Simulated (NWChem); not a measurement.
# BF2 (SMILES F[B]F): levels of theory compared

We compute a comparison of 5 runs (U-wB97X/cc-pVTZ, UB2PLYP/cc-pVTZ, UBHLYP/cc-pVTZ, UCAM-B3LYP/cc-pVTZ, UM06-2X/cc-pVTZ) of BF2. 

The results are computed with NWChem 7.3.0.

## 1. The system as given

The species is BF2 (3 atoms), meant as a doublet with charge 0. SMILES: `F[B]F`. The F1–B2 distance was set to 1.698 Å, away from the relaxed value.

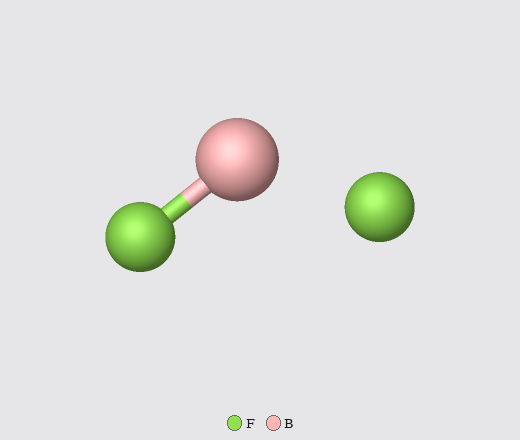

The structure, seen from a chosen angle (fluorine green, boron pink).

## 2. The energy at U-wB97X/cc-pVTZ (run 1)

run.py

```python
from ase import Atoms
from ase.calculators.nwchem import NWChem

system = Atoms(['F', 'B', 'F'], positions=[
    [0.583336, -1.429774, 0.153609],
    [0.279000, 0.240500, 0.181300],
    [-0.802900, 0.738900, -0.354600],
])

calc = NWChem(
    label='m1',
    theory='dft',
    memory='2200 mb',
    basis='cc-pVTZ',
    basispar='spherical bse',
    dft={'xc': 'wb97x', 'mult': '2', 'grid': 'fine', 'convergence': 'energy 1e-08', 'iterations': '100', 'mulliken': None},
    task='energy',
)
system.calc = calc

print(f"energy = {system.get_potential_energy():.6f} eV")
```

Command:

```sh
export ASE_NWCHEM_COMMAND="nwchem PREFIX.nwi > PREFIX.nwo"
python run.py
```

Log:

```text
energy = -6110.195018 eV
```

The calculator wrote m1.nwi:

```
title "m1"

permanent_dir m1

scratch_dir m1

start m1

geometry units angstrom nocenter noautosym noautoz
  F  5.8333599999999997e-01 -1.4297740000000001e+00 1.5360900000000000e-01
  B  2.7900000000000003e-01 2.4049999999999999e-01 1.8129999999999999e-01
  F  -8.0289999999999995e-01 7.3890000000000000e-01 -3.5460000000000003e-01
end

memory 2200 mb

basis spherical bse noprint
   * library cc-pVTZ
end

dft
  xc wb97x
  mult 2
  grid fine
  convergence energy 1e-08
  iterations 100
  mulliken
end

task dft energy
```

m1.nwo:

```text
Northwest Computational Chemistry Package (NWChem) 7.3.0
             --------------------------------------------------------

           Job information
           ---------------

    nwchem branch   = 7.3.0
    use scalapack   = T
    input           = m1.nwi
    prefix          = m1.
    data base       = m1/m1.db
    status          = startup
    nproc           =        1

           Memory information
           ------------------

    heap     =     72089594 doubles =      550.0 Mbytes
    stack    =     72089599 doubles =      550.0 Mbytes
    global   =    144179200 doubles =     1100.0 Mbytes (distinct from heap & stack)
    total    =    288358393 doubles =     2200.0 Mbytes
    verify   = yes
    hardfail = no

           Directory information
           ---------------------

  0 permanent = m1
  0 scratch   = m1

                                NWChem Input Module
                                -------------------

                                        m1
                                        --

[... 22 lines left out ...]
            Nuclear Dipole moment (a.u.)
[... 40 lines left out ...]
  convergence criterion.
[... 17 lines left out ...]
          Convergence on density requested:  1.00D-05
[... 27 lines left out ...]
          Spatial weights used:  Erf1
[... 3 lines left out ...]
          Convergence aids based upon iterative change in
[... 78 lines left out ...]
         Total DFT energy =     -224.545527093619
[... 1 line left out ...]
           Coulomb energy =      159.821524768395
[... 1 line left out ...]
 Nuclear repulsion energy =       48.593033765337
[... 640 lines left out ...]
                     DFT Final Beta Molecular Orbital Analysis
[... 709 lines left out ...]
   alpha     81     82     83     84     85     86     87     88     89     90
    beta     81     82     83     84     85     86     87     88     89     90
 overlap   1.000  1.000  1.000  1.000  0.998  1.000  0.999  0.999  1.000  1.000

     --------------------------
     Expectation value of S2:
     --------------------------
      <S2> =      0.7535 (Exact =     0.7500)

 center of mass
 --------------
 x =  -0.04240815 y =  -0.40403326 z =  -0.07027823

 moments of inertia (a.u.)
 ------------------
         181.188674096428          95.036237238072         -27.237749418130
          95.036237238072          80.976139404964          32.353914949746
         -27.237749418130          32.353914949746         239.800982974349

     Multipole analysis of the density
     ---------------------------------

     L   x y z        total         alpha         beta         nuclear
     -   - - -        -----         -----         ----         -------
     0   0 0 0     -0.000000    -12.000000    -11.000000     23.000000

     1   1 0 0     -0.138537     -0.125036      1.084573     -1.098074
[... 8 lines of this table left out ...]
     2   0 0 2    -10.948874     -9.048315     -7.287082      5.386523

 Task  times  cpu:       40.8s     wall:       40.8s
 Total times  cpu:       40.8s     wall:       40.8s
```

It took 42 s on 1 thread of Intel Xeon Platinum 8559C (Emerald Rapids), shared host; peak memory 0.11 GiB.

## 3. A single-point energy at UB2PLYP/cc-pVTZ (run 2)

input.nw

```
start input
title "BF2"
memory total 2200 mb

geometry units angstroms noautosym nocenter noautoz
F     0.583336   -1.429774    0.153609
B     0.279000    0.240500    0.181300
F    -0.802900    0.738900   -0.354600
end

basis spherical bse
* library cc-pVTZ
end

dft
xc hfexch 0.53 becke88 0.47 lyp 0.73 mp2 0.27
dftmp2 semidirect
mult 2
grid fine
convergence energy 1e-08
maxiter 100
mulliken
end

mp2
freeze core 3
end

task dft energy
```

Command:

```sh
nwchem input.nw > input.out
```

Log:

```text
[...]
          Wavefunction type:  spin polarized.
          No. of atoms     :     3
          No. of electrons :    23
[...]
          Charge           :     0
          Spin multiplicity:     2
[...]
          AO basis - number of functions:    90
[...]
              XC Information
              --------------
                     Hartree-Fock (Exact) Exchange  0.530
                    Becke 1988 Exchange Functional  0.470
              Lee-Yang-Parr Correlation Functional  0.730
[...]
 d= 0,ls=0.0,diis     1   -224.1667874715 -2.73D+02  5.86D-03  2.11D-01     1.8
[...]
 d= 0,ls=0.0,diis    12   -224.2860417430 -5.11D-09  4.92D-07  2.84D-09    18.0
[...]
         Total DFT energy =     -224.286041743004
      One electron energy =     -408.245016838483
           Coulomb energy =      159.965655227443
    Exchange-Corr. energy =      -24.599713897301
 Nuclear repulsion energy =       48.593033765337
[...]
      Total Density - Mulliken Population Analysis
     ---------------------------------------------
    Atom       Charge   Shell Charges
 -----------   ------   -------------------------------------------------------
    1 F    9     9.39   1.95  0.28  1.06  0.66  1.54  2.35  1.55  0.00  0.01  0.00
    2 B    5     4.49   1.96  0.17  0.66  0.26  0.46  0.61  0.12  0.08  0.12  0.04
    3 F    9     9.13   1.94  0.27  1.06  0.57  1.57  2.42  1.27  0.00  0.01  0.00
[...]
      <S2> =      0.7554 (Exact =     0.7500)
[...]
  Basis functions       =     90
[...]
```

It took 23 s on 1 thread of Intel Xeon Platinum 8559C (Emerald Rapids), shared host; peak memory 0.22 GiB.

Run 3 isn't shown in full; the table further down has it.

## 4. A single-point energy at UCAM-B3LYP/cc-pVTZ (run 4)

run.py

```python
from ase import Atoms
from ase.calculators.nwchem import NWChem

system = Atoms(['F', 'B', 'F'], positions=[
    [0.583336, -1.429774, 0.153609],
    [0.279000, 0.240500, 0.181300],
    [-0.802900, 0.738900, -0.354600],
])

calc = NWChem(
    label='bf2',
    theory='dft',
    memory='2200 mb',
    basis='cc-pVTZ',
    basispar='spherical bse',
    dft={'xc': 'xcamb88 1.00 lyp 0.81 vwn_5 0.19 hfexch 1.00', 'cam': '0.33 cam_alpha 0.19 cam_beta 0.46', 'mult': '2', 'grid': 'fine', 'convergence': 'energy 1e-08', 'direct': None, 'iterations': '100', 'mulliken': None},
    task='energy',
)
system.calc = calc

e = system.get_potential_energy()
print(f"E = {e:.6f} eV")
```

Command:

```sh
export ASE_NWCHEM_COMMAND="nwchem PREFIX.nwi > PREFIX.nwo"
python run.py
```

Log:

```text
E = -6110.022967 eV
```

The calculator wrote bf2.nwi:

```
title "bf2"

permanent_dir bf2

scratch_dir bf2

start bf2

geometry units angstrom nocenter noautosym noautoz
  F  5.8333599999999997e-01 -1.4297740000000001e+00 1.5360900000000000e-01
  B  2.7900000000000003e-01 2.4049999999999999e-01 1.8129999999999999e-01
  F  -8.0289999999999995e-01 7.3890000000000000e-01 -3.5460000000000003e-01
end

memory 2200 mb

basis spherical bse noprint
   * library cc-pVTZ
end

dft
  xc xcamb88 1.00 lyp 0.81 vwn_5 0.19 hfexch 1.00
  cam 0.33 cam_alpha 0.19 cam_beta 0.46
  mult 2
  grid fine
  convergence energy 1e-08
  direct
  iterations 100
  mulliken
end

task dft energy
```

bf2.nwo:

```text
Northwest Computational Chemistry Package (NWChem) 7.3.0
             --------------------------------------------------------

           Job information
           ---------------

    nwchem branch   = 7.3.0
    use scalapack   = T
    input           = bf2.nwi
    prefix          = bf2.
    data base       = bf2/bf2.db
    status          = startup
    nproc           =        1

           Memory information
           ------------------

    heap     =     72089594 doubles =      550.0 Mbytes
    stack    =     72089599 doubles =      550.0 Mbytes
    global   =    144179200 doubles =     1100.0 Mbytes (distinct from heap & stack)
    total    =    288358393 doubles =     2200.0 Mbytes
    verify   = yes
    hardfail = no

           Directory information
           ---------------------

  0 permanent = bf2
  0 scratch   = bf2

                                NWChem Input Module
                                -------------------

                                        bf2
                                        ---

[... 22 lines left out ...]
            Nuclear Dipole moment (a.u.)
[... 40 lines left out ...]
  convergence criterion.
[... 17 lines left out ...]
          Convergence on density requested:  1.00D-05
[... 27 lines left out ...]
          Spatial weights used:  Erf1
[... 3 lines left out ...]
          Convergence aids based upon iterative change in
[... 78 lines left out ...]
         Total DFT energy =     -224.539204361206
[... 1 line left out ...]
           Coulomb energy =      159.823487098817
[... 1 line left out ...]
 Nuclear repulsion energy =       48.593033765337
[... 640 lines left out ...]
                     DFT Final Beta Molecular Orbital Analysis
[... 709 lines left out ...]
   alpha     81     82     83     84     85     86     87     88     89     90
    beta     81     82     83     84     85     86     87     88     89     90
 overlap   1.000  1.000  1.000  0.999  0.997  1.000  0.998  0.999  1.000  1.000

     --------------------------
     Expectation value of S2:
     --------------------------
      <S2> =      0.7533 (Exact =     0.7500)

 center of mass
 --------------
 x =  -0.04240815 y =  -0.40403326 z =  -0.07027823

 moments of inertia (a.u.)
 ------------------
         181.188674096428          95.036237238072         -27.237749418130
          95.036237238072          80.976139404964          32.353914949746
         -27.237749418130          32.353914949746         239.800982974349

     Multipole analysis of the density
     ---------------------------------

     L   x y z        total         alpha         beta         nuclear
     -   - - -        -----         -----         ----         -------
     0   0 0 0     -0.000000    -12.000000    -11.000000     23.000000

     1   1 0 0     -0.126034     -0.122566      1.094606     -1.098074
[... 8 lines of this table left out ...]
     2   0 0 2    -10.979729     -9.089359     -7.276893      5.386523

 Task  times  cpu:       38.7s     wall:       38.7s
 Total times  cpu:       38.7s     wall:       38.7s
```

It took 40 s on 1 thread of Intel Xeon Platinum 8559C (Emerald Rapids), shared host; peak memory 0.1 GiB.

## 5. The energy at UM06-2X/cc-pVTZ (run 5)

a.nw

```
start a
title "BF2 energy"
memory 2200 mb

geometry units angstroms noautosym nocenter noautoz
  F     0.583336   -1.429774    0.153609
  B     0.279000    0.240500    0.181300
  F    -0.802900    0.738900   -0.354600
end

basis spherical bse
  F library cc-pVTZ
  B library cc-pVTZ
end

dft
  xc m06-2x
  mult 2
  grid fine
  convergence energy 1e-08
  maxiter 100
  mulliken
end

task dft energy
```

Command:

```sh
nwchem a.nw > a.out
```

Log:

```text
[...]
          Wavefunction type:  spin polarized.
          No. of atoms     :     3
          No. of electrons :    23
[...]
          Charge           :     0
          Spin multiplicity:     2
[...]
          AO basis - number of functions:    90
[...]
              XC Information
              --------------
                       M06-2X Method XC Functional
                     Hartree-Fock (Exact) Exchange  0.540
                        M06-2X Exchange Functional  1.000
                      M06-2X Correlation Potential  1.000
[...]
 d= 0,ls=0.0,diis     1   -224.4014890282 -2.73D+02  6.12D-03  2.33D-01     1.9
[...]
 d= 0,ls=0.0,diis    12   -224.5298447536 -4.91D-09  3.34D-07  2.37D-09    18.7
[...]
         Total DFT energy =     -224.529844753614
      One electron energy =     -408.082943628334
           Coulomb energy =      159.772795506123
    Exchange-Corr. energy =      -24.812730396741
 Nuclear repulsion energy =       48.593033765337
[...]
      Total Density - Mulliken Population Analysis
     ---------------------------------------------
    Atom       Charge   Shell Charges
 -----------   ------   -------------------------------------------------------
    1 F    9     9.37   1.95  0.28  1.05  0.66  1.54  2.33  1.56  0.00  0.00  0.00
    2 B    5     4.53   1.95  0.18  0.66  0.27  0.47  0.62  0.13  0.08  0.13  0.04
    3 F    9     9.10   1.95  0.27  1.05  0.58  1.57  2.40  1.27  0.00  0.01  0.00
[...]
      <S2> =      0.7536 (Exact =     0.7500)
[...]
```

It took 20 s on 1 thread of Intel Xeon Platinum 8559C (Emerald Rapids), shared host; peak memory 0.12 GiB.

## 6. Overview of the runs

```csv
run,level,frozen core orbitals,energy (Eh),dipole moment (D),HOMO energy (eV),LUMO energy (eV),wall time
1,U-wB97X/cc-pVTZ,–,-224.545527,2.07,-10.73,-1.98,42 s
2,UB2PLYP/cc-pVTZ,3,-224.475018,2.21,-9.91,-2.08,23 s
3,UBHLYP/cc-pVTZ,–,-224.511774,2.20,-9.84,-2.63,14 s
4,UCAM-B3LYP/cc-pVTZ,–,-224.539204,2.07,-9.79,-2.56,40 s
5,UM06-2X/cc-pVTZ,–,-224.529845,2.21,-9.65,-3.56,20 s
```

## 7. What came out

```
                                 quantity          value
                      run 5: total energy  -224.52984 Eh
                     run 5: dipole moment         2.21 D
run 5: HOMO energy (highest over α and β)       -9.65 eV
 run 5: LUMO energy (lowest over α and β)       -3.56 eV
                              run 5: ⟨S²⟩          0.754
```

The dipole moment (its size) runs from 2.07 D (UCAM-B3LYP/cc-pVTZ) to 2.21 D (UB2PLYP/cc-pVTZ). A double hybrid's value is that of its SCF part. Totals of different functionals can't be ranked against each other. All runs together took 2.3 min, the longest 42 s.
